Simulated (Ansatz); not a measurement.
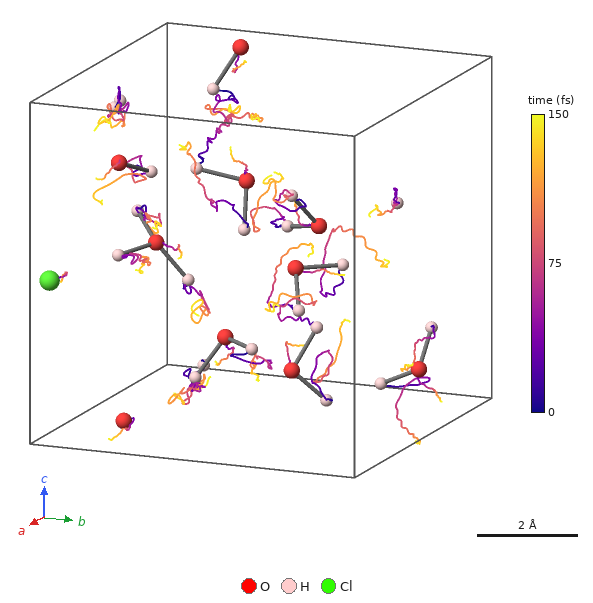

Molecular dynamics of a periodic cell with 10 H2O + 1 HCl at 1.025 g/cm³, 150 fs long. It starts from the last geometry of an earlier run, with fresh velocities. Lines trace each atom's path, coloured by time; spheres stand at the starting positions. Seen slightly off an axis in the simulation cell.

These are results of DFT PBE-D3(BJ), scalar-relativistic, plane waves, PAW (Ansatz 0.2.0), not measurements. Set-up: plane-wave cutoff 420 eV; k-point mesh 1 × 1 × 1; Fermi-Dirac smearing 0.02 eV; low-accuracy preset; constant energy (NVE); velocities drawn for 500 K; time step 0.75 fs.

Input
```yaml
accuracy: low
crystal:
  lattice:
    - [7.054004, 0.0, 0.0]
    - [0.0, 7.054004, 0.0]
    - [0.0, 0.0, 7.054004]
  atoms:
    - { symbol: O, position: [0.65639763, 0.14354001, 1.00216223] }
    - { symbol: H, position: [0.56815377, 0.09480251, 0.91424871] }
    - { symbol: H, position: [0.77679985, 0.16467043, 0.94892256] }
    - { symbol: O, position: [0.21275728, 0.86534989, 0.12095399] }
    - { symbol: H, position: [0.11735804, 0.86378503, 0.22075606] }
    - { symbol: H, position: [0.20079657, 0.74327232, 0.06430096] }
    - { symbol: O, position: [0.19889886, 0.47940389, 0.37556508] }
    - { symbol: H, position: [0.09829631, 0.58238751, 0.37231059] }
    - { symbol: H, position: [0.28632541, 0.52645211, 0.27638008] }
    - { symbol: O, position: [0.02128829, 0.23498866, 0.9569197] }
    - { symbol: H, position: [0.03867767, 0.15779996, 0.83107072] }
    - { symbol: H, position: [0.08642468, 0.14850125, 1.03274556] }
    - { symbol: O, position: [0.83199418, 0.73577724, 0.24899438] }
    - { symbol: H, position: [0.77168419, 0.78754079, 0.36575755] }
    - { symbol: H, position: [0.77647894, 0.81914997, 0.15702904] }
    - { symbol: O, position: [0.90930041, 0.62925828, 0.81175136] }
    - { symbol: H, position: [0.95810412, 0.64242069, 0.68140479] }
    - { symbol: H, position: [0.97296769, 0.50193517, 0.84999921] }
    - { symbol: O, position: [0.56922728, 0.70820714, 0.60792208] }
    - { symbol: H, position: [0.66098106, 0.663118, 0.71347074] }
    - { symbol: H, position: [0.51347148, 0.58793638, 0.58240554] }
    - { symbol: O, position: [0.54354933, 0.40859017, 0.24717407] }
    - { symbol: H, position: [0.617663, 0.52193867, 0.24038789] }
    - { symbol: H, position: [0.57656715, 0.33029612, 0.12898989] }
    - { symbol: O, position: [0.36573692, 1.00591398, 0.67617122] }
    - { symbol: H, position: [0.23545984, 1.05017921, 0.62434104] }
    - { symbol: H, position: [0.39587667, 0.87592242, 0.65147022] }
    - { symbol: O, position: [0.59045659, 0.21539841, 0.51597805] }
    - { symbol: H, position: [0.5447189, 0.29503978, 0.40361405] }
    - { symbol: H, position: [0.48243806, 0.11248706, 0.57353482] }
    - { symbol: Cl, position: [0.97329526, 0.04914127, 0.47735521] }
    - { symbol: H, position: [0.71760956, 0.1526182, 0.50242878] }
basis:
  ecutwfc: 420.0
kpoints:
  mp_grid: { grid: [1, 1, 1] }
hamiltonian:
  xc: pbe
  dispersion: d3bj
scf:
  occupations: { method: fermi_dirac, width: 0.02 }
  lower_state_search: "off"
  convergence: { dr2_threshold: 0.001 }
  max_iter: 63
md:
  timestep: 0.75
  n_steps: 200
  ensemble: nve
  temperature: 500.0
  initial_velocities: maxwell_boltzmann
  seed: 373134
```

Command:
```bash
ansatz run input.yaml --threads 1 --pin off --max-ram 3072MiB --backend cpu --events-out ev --progress --plain --runs-dir out
```

Question: How do the atoms move?

Answer: In the second half of the run the atoms are, in the root-mean-square, this far from where they began (common drift taken out): H 0.98 Å, O 0.65 Å, Cl 0.36 Å. The heavy atoms stay within a fraction of a molecule's size of their starting places; so short a run doesn't tell a liquid from a solid. Bond changes: 3 H–O bonds form between 66 fs and 129 fs; 2 H–O bonds break between 92 fs and 136 fs. Over the second half the temperature averages 509 K (spread ±63 K). The potential energy in the second half lies on average 3.1 meV per atom below the first frame. The total energy stays between −2.7 and 0.09 meV per atom of its start. A straight-line fit has a slope that amounts to −2.4 meV per atom over 150 fs (3.9 % of the mean kinetic energy), and the ripple about it is 2.6 % of the kinetic energy's fluctuation. That is tolerable for a short run, though not tight (an offset or drift over 2 % of the kinetic energy, or a ripple over 7 %). The self-consistency threshold is loose, so the forces are noisy.

Limits of the set-up: the program's low-accuracy preset was used; the periodic images lie only 7.1 Å apart, so the values are limited by the cell's size.

The run took 8.8 min on 1 thread of Intel(R) Xeon(R) Processor @ 2.50GHz (Skylake/Cascade Lake), with other jobs on the host, peak memory 0.42 GiB.
